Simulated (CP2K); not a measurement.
**CH4ClGeO (SMILES [CH3][Ge]([OH])[Cl]) at 4 levels**

Aim: a comparison of 4 runs (UB3LYP/6-31G*, PM3, PM6, GFN1-xTB) of CH4ClGeO. 

The calculation is run with CP2K 2026.2.

3 further runs of the same task are left out: 3 that didn't finish.

### Step 1. The structure to begin with

CH4ClGeO has 8 atoms, charge 0, and is taken as a doublet. As SMILES, `[CH3][Ge]([OH])[Cl]`. The Ge2–O3 distance was set to 2.313 Å, away from the relaxed value.

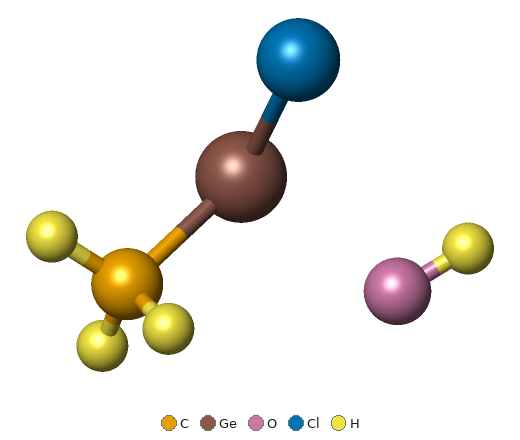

Viewed from a chosen angle; carbon amber, germanium brown, oxygen pink, chlorine blue, hydrogen yellow.

### Step 2. The energy at UB3LYP/6-31G(d) (spherical functions) (run 1)

run.inp

```
&GLOBAL
  PROJECT_NAME run
  RUN_TYPE ENERGY
  PRINT_LEVEL MEDIUM
&END GLOBAL

&FORCE_EVAL
  METHOD QUICKSTEP
  &DFT
    BASIS_SET_FILE_NAME ./6_31gs.basis
    POTENTIAL_FILE_NAME POTENTIAL
    MULTIPLICITY 2
    SPIN_POLARIZED T
    ! Quickstep
    &QS
      METHOD GAPW
      EPS_DEFAULT 1.0E-10
    &END QS
    &MGRID
      CUTOFF 280
      REL_CUTOFF 50
      NGRIDS 4
    &END MGRID
    &POISSON
      PERIODIC NONE
      POISSON_SOLVER MULTIPOLE
    &END POISSON
    ! SCF settings
    &SCF
      SCF_GUESS ATOMIC
      EPS_SCF 1.0E-07
      MAX_SCF 150
      ADDED_MOS 10
      &DIAGONALIZATION
        ALGORITHM STANDARD
      &END DIAGONALIZATION
      &MIXING
        METHOD DIRECT_P_MIXING
        ALPHA 0.4
      &END MIXING
    &END SCF
    ! exchange and correlation
    &XC
      &XC_FUNCTIONAL
        &HYB_GGA_XC_B3LYP
        &END HYB_GGA_XC_B3LYP
      &END XC_FUNCTIONAL
      &HF
        FRACTION 0.2
        &SCREENING
          EPS_SCHWARZ 1.0E-10
        &END SCREENING
        &MEMORY
          MAX_MEMORY 1050
        &END MEMORY
      &END HF
    &END XC
    &PRINT
      &MOMENTS
        PERIODIC F
        REFERENCE COM
        MAX_MOMENT 1
      &END MOMENTS
      &MO ON
        ENERGIES T
        OCCUPATION_NUMBERS T
        NDIGITS 6
        &EACH
          QS_SCF 0
        &END EACH
        ADD_LAST NUMERIC
      &END MO
      &LOWDIN ON
      &END LOWDIN
      &HIRSHFELD OFF
      &END HIRSHFELD
    &END PRINT
  &END DFT
  &SUBSYS
    &CELL
      ABC 9.4 11.6 9.7
      PERIODIC NONE
    &END CELL
    &COORD
      UNIT bohr
      C     -0.6478416     2.8731868    -0.4310220
      Ge    -2.0301762    -0.5067773     0.1710448
      O      1.3503983    -2.8432819     1.6629590
      Cl    -3.1367999    -2.1670907    -3.4423005
      H      0.0126177     3.6617696     1.3528795
      H      0.9336702     2.6605927    -1.7381455
      H     -2.0931041     4.0846903    -1.2530528
      H      1.1047339    -4.6358761     1.5063007
    &END COORD
    &TOPOLOGY
      &CENTER_COORDINATES
      &END CENTER_COORDINATES
    &END TOPOLOGY
    &KIND C
      BASIS_SET 6-31Gs
      POTENTIAL ALL
      LEBEDEV_GRID 194
      RADIAL_GRID 100
    &END KIND
    &KIND Ge
      BASIS_SET 6-31Gs
      POTENTIAL ALL
      LEBEDEV_GRID 194
      RADIAL_GRID 100
    &END KIND
    &KIND O
      BASIS_SET 6-31Gs
      POTENTIAL ALL
      LEBEDEV_GRID 194
      RADIAL_GRID 100
    &END KIND
    &KIND Cl
      BASIS_SET 6-31Gs
      POTENTIAL ALL
      LEBEDEV_GRID 194
      RADIAL_GRID 100
    &END KIND
    &KIND H
      BASIS_SET 6-31Gs
      POTENTIAL ALL
      LEBEDEV_GRID 194
      RADIAL_GRID 100
    &END KIND
  &END SUBSYS
&END FORCE_EVAL
```

Run with:

```
$ OMP_NUM_THREADS=1 cp2k.psmp -i run.inp > run.out 2>&1
```

Log:

```text
CP2K| version string:                                       CP2K version 2026.2
[...]
 GLOBAL| Method name                                                        CP2K
[...]
 GLOBAL| Run type                                                         ENERGY
[...]
 DFT| Spin unrestricted (spin-polarized) Kohn-Sham calculation               UKS
 DFT| Multiplicity                                                             2
[...]
 DFT| Charge                                                                   0
[...]
 FUNCTIONAL| HYB_GGA_XC_B3LYP:
[...]
 QS| Method:                                                                GAPW
[...]
 QS| Density cutoff [a.u.]:                                                140.0
[...]
 QS| Relative density cutoff [a.u.]:                                        25.0
[...]
                             - Atoms:                                          8
[...]
                             - Spherical basis functions:                     86
[...]
 Number of electrons:                                                         34
[...]
     1 P_Mix/Diag. 0.40E+00   10.3     0.34338856     -2652.8527533190 -2.65E+03
[...]
    31 DIIS/Diag.  0.93E-07    2.5     0.00000003     -2652.6795131675  1.36E-12
  *** SCF run converged in    31 steps ***
[...]
  Overlap energy of the core charge distribution:               0.00000328243528
  Self energy of the core charge distribution:               -841.44249792438677
  Core Hamiltonian energy:                                  -1981.12288087584830
  Hartree energy:                                             203.83845177874480
  Exchange-correlation energy:                                -19.78684821028969
  Hartree-Fock Exchange energy:                               -23.93574409866768
[...]
  Ideal and single determinant S**2 :                    0.750000       0.764212
[...]
                     Mulliken Population Analysis
 #  Atom  Element  Kind  Atomic population (alpha,beta) Net charge  Spin moment
       1     C        1         3.351968     3.203988    -0.555956     0.147980
       2     Ge       2        16.011843    15.569817     0.418340     0.442025
       3     O        3         4.503438     4.158920    -0.662358     0.344518
       4     Cl       4         8.639466     8.559908    -0.199374     0.079558
       5     H        5         0.397950     0.404293     0.197757    -0.006343
       6     H        5         0.400398     0.389569     0.210033     0.010829
       7     H        5         0.399698     0.407296     0.193007    -0.007598
       8     H        5         0.295240     0.306209     0.398551    -0.010969
 # Total charge and spin       34.000000    33.000000    -0.000000     1.000000
[...]
  Dipole moment [Debye]
    X= -0.7744670E+00 Y=  0.1919582E+01 Z=  0.3874776E+00  Total=      2.1058808
 ENERGY| Total FORCE_EVAL ( QS ) energy [hartree]          -2652.679513167461664
[...]
```

Run time: 89 s. Hardware: 1 thread of Arm Neoverse V2, shared host; peak memory 0.75 GiB.

### Step 3. A single-point energy at PM3 (run 2)

gas.inp

```
&GLOBAL
 PROJECT_NAME gas
 RUN_TYPE ENERGY
 PRINT_LEVEL MEDIUM
&END

&FORCE_EVAL
 METHOD QS
 &DFT
  CHARGE 0
  MULTIPLICITY 2
  SPIN_POLARIZED T
  &QS
   METHOD PM3
   EPS_DEFAULT 1.0E-10
   &SE
    &COULOMB
     CUTOFF [angstrom] 50
     RC_RANGE [angstrom] 0
    &END
    &EXCHANGE
     CUTOFF [angstrom] 50
     RC_RANGE [angstrom] 0
    &END
   &END
  &END
  &POISSON
   PERIODIC NONE
   POISSON_SOLVER ANALYTIC
  &END
  &SCF
   SCF_GUESS ATOMIC
   EPS_SCF 1.0E-07
   MAX_SCF 40
   &OT ON
    MINIMIZER DIIS
    PRECONDITIONER FULL_ALL
   &END
   &OUTER_SCF
    EPS_SCF 1.0E-07
    MAX_SCF 8
   &END
  &END
  &PRINT
   &MOMENTS
    PERIODIC F
    REFERENCE COM
    MAX_MOMENT 1
   &END
   &MO_CUBES
    NLUMO 1
    NHOMO -1
    WRITE_CUBE F
   &END
   &HIRSHFELD OFF
   &END
  &END
 &END
 &SUBSYS
  &CELL
   ABC [angstrom] 12.4 14.6 12.7
   PERIODIC NONE
  &END
  &COORD
   C     -0.342823     1.520425    -0.228087
   Ge    -1.074323    -0.268175     0.090513
   O      0.714600    -1.504600     0.880000
   Cl    -1.659923    -1.146775    -1.821587
   H      0.006677     1.937725     0.715913
   H      0.494077     1.407925    -0.919787
   H     -1.107623     2.161525    -0.663087
   H      0.584600    -2.453200     0.797100
  &END
  &TOPOLOGY
   &CENTER_COORDINATES
   &END
  &END
 &END
&END
```

Run with:

```
$ OMP_NUM_THREADS=1 cp2k.psmp gas.inp > gas.out
```

Log:

```text
CP2K| version string:                                       CP2K version 2026.2
[...]
 GLOBAL| Method name                                                        CP2K
[...]
 GLOBAL| Run type                                                         ENERGY
[...]
                             - Atoms:                                          8
[...]
                             - Spherical basis functions:                     20
[...]
 Number of electrons:                                                         13
[...]
     1 OT DIIS     0.15E+00    0.0     0.18928196       -27.8338689009 -2.78E+01
[...]
     3 OT DIIS     0.15E+00    0.0     0.00000007       -32.2733536587 -5.58E-12
  *** SCF run converged in     3 steps ***
  Core-core repulsion energy [eV]:                           1202.17606902573016
  Core Hamiltonian energy [eV]:                             -1366.76983379939702
  Two-electron integral energy [eV]:                        -1427.21769994205238
  Electronic energy [eV]:                                   -2080.37868377042332
  Total energy [eV]:                                         -878.20261474469282
  Atomic reference energy [eV]:                               876.24480759061987
  Heat of formation [kcal/mol]:                               -45.14810909920982
[...]
 SE_DIPOLE| Moment [Debye]          1.24937419      -1.41657778      -0.99421428
 SE_DIPOLE| Derivative [a.u.]       0.00000000       0.00000000       0.00000000
 *** WARNING in qs_scf_post_se.F:140 :: Printing of MO cube files not ***
 *** implemented for Semi-Empirical method.                           ***
 ENERGY| Total FORCE_EVAL ( QS ) energy [hartree]            -32.273353658678374
[...]
```

Run time: 1.2 s. Hardware: 1 thread of Arm Neoverse V2, shared host.

Run 3 isn't shown in full; the table further down has it.

### Step 4. A single-point energy at GFN1-xTB (run 4)

molecule.xyz

```xyz
8

C     -0.342823     1.520425    -0.228087
Ge    -1.074323    -0.268175     0.090513
O      0.714600    -1.504600     0.880000
Cl    -1.659923    -1.146775    -1.821587
H      0.006677     1.937725     0.715913
H      0.494077     1.407925    -0.919787
H     -1.107623     2.161525    -0.663087
H      0.584600    -2.453200     0.797100
```

molecule.inp

```
&FORCE_EVAL
   METHOD QS
   &DFT
      MULTIPLICITY 2
      UKS T
      &QS
         METHOD XTB
         EPS_DEFAULT 1.0E-10
         &XTB
            GFN_TYPE 1
            CHECK_ATOMIC_CHARGES F
         &END
      &END
      &POISSON
         PERIODIC NONE
         POISSON_SOLVER ANALYTIC
      &END
      &SCF
         SCF_GUESS ATOMIC
         EPS_SCF 1.0E-06
         MAX_SCF 40
         &OT
            MINIMIZER CG
            PRECONDITIONER FULL_SINGLE_INVERSE
         &END
         &OUTER_SCF
            EPS_SCF 1.0E-06
            MAX_SCF 10
         &END
      &END
      &PRINT
         &MOMENTS
            PERIODIC F
            REFERENCE COM
            MAX_MOMENT 1
         &END
         &MO_CUBES
            NLUMO 3
            NHOMO -1
            WRITE_CUBE F
         &END
         &HIRSHFELD OFF
         &END
      &END
   &END
   &SUBSYS
      &CELL
         ABC 12.4 14.6 12.7
         PERIODIC NONE
      &END
      &TOPOLOGY
         COORD_FILE_NAME molecule.xyz
         COORD_FILE_FORMAT XYZ
         &CENTER_COORDINATES
         &END
      &END
   &END
&END
&GLOBAL
   PROJECT_NAME molecule
   RUN_TYPE ENERGY
   PRINT_LEVEL MEDIUM
&END
```

Run with:

```
$ OMP_NUM_THREADS=1 cp2k.psmp molecule.inp > molecule.out
```

Log:

```text
CP2K| version string:                                       CP2K version 2026.2
[...]
 GLOBAL| Method name                                                        CP2K
[...]
 GLOBAL| Run type                                                         ENERGY
[...]
                             - Atoms:                                          8
[...]
                             - Spherical basis functions:                     34
[...]
 Number of electrons:                                                         13
[...]
     1 OT CG       0.80E-01    0.0     0.11474216       -14.5285140162 -1.45E+01
[...]
    28 OT CG       0.13E+00    0.0     0.00000082       -14.8690618789 -6.96E-11
  *** SCF run converged in    28 steps ***
[...]
 TB_DIPOLE| Moment [Debye]         -2.59541938       1.71163139      -0.26554206
 TB_DIPOLE| Derivative [a.u.]       0.00000000       0.00000000       0.00000000
[...]
 ENERGY| Total FORCE_EVAL ( QS ) energy [hartree]            -14.869061878873053
[...]
```

Run time: 0.7 s. Hardware: 1 thread of Arm Neoverse V2, shared host.

### Step 5. The series

| run | level | scheme | iteration cap | energy (Eh) | dipole moment (D) | HOMO energy (eV) | wall time |
| --- | --- | --- | --- | --- | --- | --- | --- |
| 1 | UB3LYP/6-31G* (spherical functions) | GAPW | 150 | -2652.679513 | 2.11 | -6.50 | 89 s |
| 2 | PM3 | – | 40 | -32.273354 | 2.13 | – | 1.2 s |
| 3 | PM6 | – | 150 | -29.487319 | 3.85 | -8.96 | 0.26 s |
| 4 | GFN1-xTB | – | 40 | -14.869062 | 3.12 | -10.08 | 0.7 s |

### Step 6. Results

```
                                        quantity         value
                             run 4: total energy  -14.86906 Eh
run 4: dipole moment (from atomic charges alone)        3.12 D
       run 4: HOMO energy (highest over α and β)     -10.08 eV
                        run 4: dispersion energy  -6.61 kJ/mol
```

**Reading.** The dipole moment (its size) runs from 2.11 D (UB3LYP/6-31G*) to 3.85 D (PM6). The two ends differ in method and basis and Hamiltonian. Some of these are taken from atomic charges alone. Force-field and semi-empirical energies have zeros of their own, so their totals don't compare. All runs together took 91 s, the longest 89 s.
